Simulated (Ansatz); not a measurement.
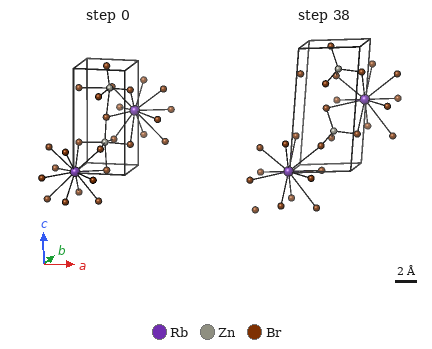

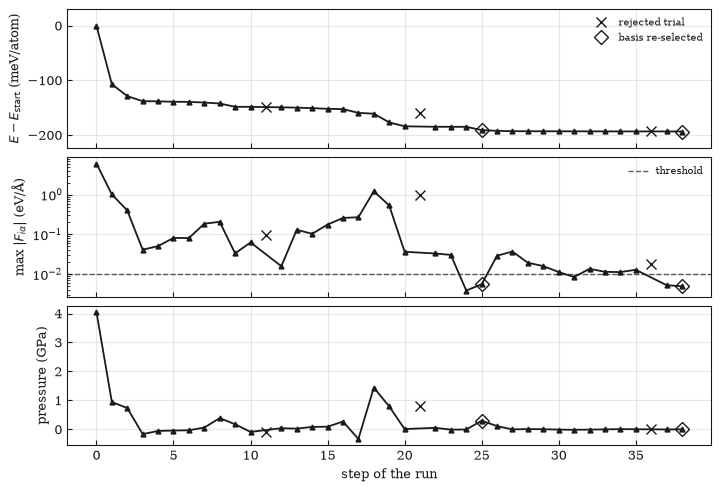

First and last geometry of a relaxation of crystalline RbZnBr3 (built on the KZnF3-221 type type), with the history of the run. Style: ball-and-stick. Shown: the cell of the calculation, slightly off an axis.

Case: shaken.

The calculation used Ansatz, DFT, PBEsol, plane waves, PAW. Settings: plane-wave cutoff 420 eV; k-point mesh 4 × 4 × 2; occupations fermi dirac; smearing width 0.05 eV; no spin polarisation; cell and atoms relaxed; force threshold 0.01 eV/Å; at most 120 steps.

Read the history and describe the run.

Answer. It converged. Over 33 accepted moves (38 points after the start) the energy falls by 193 meV per atom. The largest force component goes from 6.1 to 0.005 eV/Å. The pressure goes from 4.05 to 0.00 GPa. The line search rejected the trial steps at points 11, 21, 36 of the run. The SCF was repeated twice at an unchanged geometry on a basis and grid sized afresh for the cell, which shifted the energy by 5.9 meV per atom at most. The atom that moves furthest relative to the cell is a Zn atom (0.98 Å along [3 0 1]). Largest moves by element: Zn 0.98 Å, Br 0.61 Å, Rb 0.35 Å. The drawn cell changes as follows: a 5.152 → 6.168 Å (+19.7 %), b 5.217 → 4.158 Å (−20.3 %), c 10.370 → 12.412 Å (+19.7 %), β 89.8° → 81.2°, γ 89.2° → 90.0°; the volume changes by +12.9 %. Near-neighbour distances that change, for instance: Br–Rb 3.666 → 5.195 Å, Br–Zn 2.736 → 4.143 Å, Br–Zn 2.590 → 3.846 Å, Br–Zn 2.913 → 4.139 Å. Bonds break, among them: Br–Rb (3.67 → 5.20 Å), Br–Zn (2.59 → 3.85 Å), Br–Zn (2.74 → 4.14 Å), Br–Zn (2.91 → 4.14 Å). Bond angles that change, for instance: Zn–Br–Zn 166.5° → 114.4°, Br–Zn–Br 166.5° → 114.4°, Br–Zn–Br 154.6° → 114.4°. The space group (tolerance 0.01 Å) goes from P1 (No. 1) to Pm (No. 6). Cost: 8.4 min on 2 threads of Arm Neoverse V1, on a shared host, peak memory 0.66 GiB.
